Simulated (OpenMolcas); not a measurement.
Multiconfigurational calculation, with input and output: Br³⁺

Br³⁺. Computed at this level: state-averaged XMS-CASPT2, IPEA shift 0.25, imaginary shift 0.1 hartree, closed shells 3d 4s correlated, active space 2 electrons in the shell 4p, basis ANO-RCC-VTZP, DKH2 scalar Hamiltonian, spin-orbit coupling by RASSI with atomic mean-field integrals (OpenMolcas).

### Input
```
&GATEWAY
Coord
1

Br 0.0 0.0 0.0
Basis=ANO-RCC-VTZP
Group=XYZ
NoMove
AngMom=0.0 0.0 0.0
AMFI
&SEWARD
&RASSCF
FileOrb=start.orb
Symmetry=1
Spin=3
nActEl=2 0 0
Inactive=9 6
Ras2=0 3
CIRoot=3 3 1
SDav=3
CIMx=300
Iter=120 100
PrWF=0.3
OrbListing=Nothing
MaxOrb=0
Atom
>>> COPY $Project.JobIph JOB001
&RASSCF
FileOrb=start.orb
Symmetry=1
Spin=1
nActEl=2 0 0
Inactive=9 6
Ras2=0 3
CIRoot=6 6 1
SDav=6
CIMx=300
Iter=120 100
PrWF=0.3
OrbListing=Nothing
MaxOrb=0
Atom
>>> COPY $Project.JobIph JOB002
&RASSI
NrOfJobIphs=2 3 6
1 2 3
1 2 3 4 5 6
IphNames
JOB001
JOB002
EJob
SpinOrbit
DIPRint=1.0
SOCoupling=1000.0
Subsets=2
MEES
Property=10
'ANGMOM' 1 'ANGMOM' 2 'ANGMOM' 3 'MLTPL  1' 1 'MLTPL  1' 2 'MLTPL  1' 3
'AMFI' 1 'AMFI' 2 'AMFI' 3 'MLTPL  2' 6
SOProperty=3
'ANGMOM' 1 'ANGMOM' 2 'ANGMOM' 3
>>> COPY JOB001 $Project.JobIph
&CASPT2
XMultistate=3 1 2 3
Frozen=3 6
IPEA=0.25
Imaginary=0.1
MaxIter=60
WThr=0.0 0.3 0.05
PrWF=0.5
NoMix
>>> COPY JOB002 $Project.JobIph
&CASPT2
XMultistate=6 1 2 3 4 5 6
Frozen=3 6
IPEA=0.25
Imaginary=0.1
MaxIter=60
WThr=0.0 0.3 0.05
PrWF=0.5
NoMix
```

The file start.orb holds starting orbitals from an earlier step. A driver script formed the levels outside the program, from RASSI's spin-orbit matrix and the CASPT2 energies (for multi-state variants, the effective Hamiltonian), averaged over the components of each term or state. The log and the time are those of the CASPT2 step.

### The program's output (extracts)
```
--- CASPT2 ---
Orbital specifications:
      -----------------------

      Symmetry species                           1   2
                                                ag  au
      Frozen orbitals                            3   6
      Inactive orbitals                          6   0
      Active orbitals                            0   3
      Secondary orbitals                        12  13
      Deleted orbitals                           0   0
      Number of basis functions                 21  22
Type of calculation                        XMS-CASPT2
      Fock operator                              state-average
      IPEA shift                                 0.25
      Real shift                                 0.00
      Imaginary shift                            0.10
      The input orbitals will be transformed to quasi-canonical
      The input states will be rotated to diagonalize the Fock operator
Reference energy:       -2601.8895408974
      E2 (Non-variational):      -0.1108408792
      Shift correction:          -0.0001366369
      E2 (Variational):          -0.1109775161
      Total energy:           -2602.0005184135
      Residual norm:              0.0000002098
      Reference weight:           0.96766
      Contributions to the CASPT2 correlation energy
      Active & Virtual Only:         -0.0069342577
      One Inactive Excited:          -0.0509666444
      Two Inactive Excited:          -0.0529399771
Reference energy:       -2601.8895408973
      E2 (Non-variational):      -0.1108519543
      Shift correction:          -0.0001366757
      E2 (Variational):          -0.1109886300
      Total energy:           -2602.0005295274
      Residual norm:              0.0000002097
      Reference weight:           0.96765
      Contributions to the CASPT2 correlation energy
      Active & Virtual Only:         -0.0069342567
      One Inactive Excited:          -0.0509814735
      Two Inactive Excited:          -0.0529362241
::    XMS-CASPT2 Root  1     Total energy:  -2602.00052962
::    XMS-CASPT2 Root  2     Total energy:  -2602.00051833
::    XMS-CASPT2 Root  3     Total energy:  -2602.00051699
--- CASPT2 ---
Orbital specifications:
      -----------------------

      Symmetry species                           1   2
                                                ag  au
      Frozen orbitals                            3   6
      Inactive orbitals                          6   0
      Active orbitals                            0   3
      Secondary orbitals                        12  13
      Deleted orbitals                           0   0
      Number of basis functions                 21  22
Type of calculation                        XMS-CASPT2
      Fock operator                              state-average
      IPEA shift                                 0.25
      Real shift                                 0.00
      Imaginary shift                            0.10
      The input orbitals will be transformed to quasi-canonical
      The input states will be rotated to diagonalize the Fock operator
Reference energy:       -2601.8249589826
      E2 (Non-variational):      -0.1277677221
      Shift correction:          -0.0001957378
      E2 (Variational):          -0.1279634599
      Total energy:           -2601.9529224425
      Residual norm:              0.0000000843
      Reference weight:           0.95853
      Contributions to the CASPT2 correlation energy
      Active & Virtual Only:         -0.0229506614
      One Inactive Excited:          -0.0434709425
      Two Inactive Excited:          -0.0613461183
Reference energy:       -2601.8249589826
      E2 (Non-variational):      -0.1230819226
      Shift correction:          -0.0001820586
      E2 (Variational):          -0.1232639812
      Total energy:           -2601.9482229638
      Residual norm:              0.0000000856
      Reference weight:           0.96070
      Contributions to the CASPT2 correlation energy
      Active & Virtual Only:         -0.0151664895
      One Inactive Excited:          -0.0546740223
      Two Inactive Excited:          -0.0532414109
::    XMS-CASPT2 Root  1     Total energy:  -2601.94914917
::    XMS-CASPT2 Root  2     Total energy:  -2601.94896628
::    XMS-CASPT2 Root  3     Total energy:  -2601.94816453
::    XMS-CASPT2 Root  4     Total energy:  -2601.94760223
::    XMS-CASPT2 Root  5     Total energy:  -2601.94758279
::    XMS-CASPT2 Root  6     Total energy:  -2601.86497745
```

### Spin-orbit levels, grouped by J and assigned

```
Configuration  Level  E (cm⁻¹)  LS purity (%)  Landé g
          4p²    ³P₀         0             98        –
          4p²    ³P₁     2,370            100    1.501
          4p²    ³P₂     5,220             95    1.476
          4p²    ¹D₂    16,080             95    1.025
          4p²    ¹S₀    34,490             98        –
```

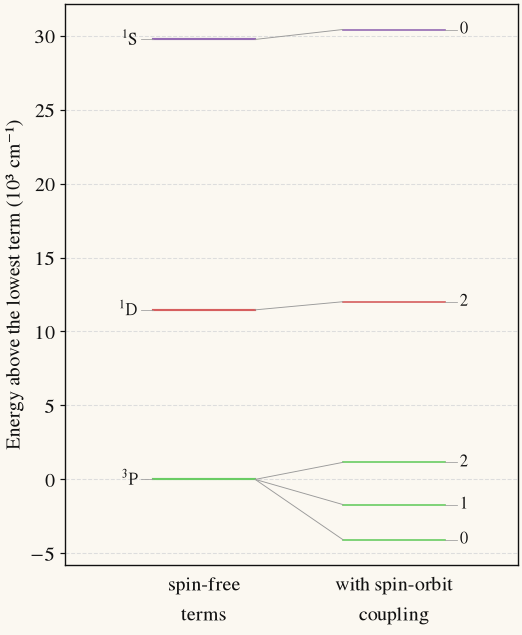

Figure 1. Terms of Br IV (Br³⁺) without and with spin-orbit coupling; numbers at the right are J. ³P (at 0) splits over 5,220 cm⁻¹ into J = 0, 1, 2 from the bottom up (normal); ¹D (at 11,500 cm⁻¹) gives the one level J = 2; ¹S (at 29,700 cm⁻¹) gives the one level J = 0. The ground level lies 4,070 cm⁻¹ below the lowest term.

### Summary

- outcome: converged; degenerate states are split by up to 344 cm⁻¹
- lowest level: 4p² ³P₀
- first excited level: 4p² ³P₁, 2,370 cm⁻¹
- energy of the lowest spin-free term: −2602.00052 hartree
- energy of the lowest spin-orbit level: −2602.01906 hartree
- CASPT2 correlation energy: −0.1110 hartree
- largest spread among components of a term: 343.6 cm⁻¹
- lowest reference weight: 0.958
- hardware: 1 CPU thread, shared host
- wall time: 0.58 s

### Notes

The components of ¹D, which symmetry makes degenerate, are split by 344 cm⁻¹ in CASPT2. This is an artefact; the levels of such states rest on averages and are uncertain by about as much. To bear in mind: closed s shell leaves the highest p terms too high.
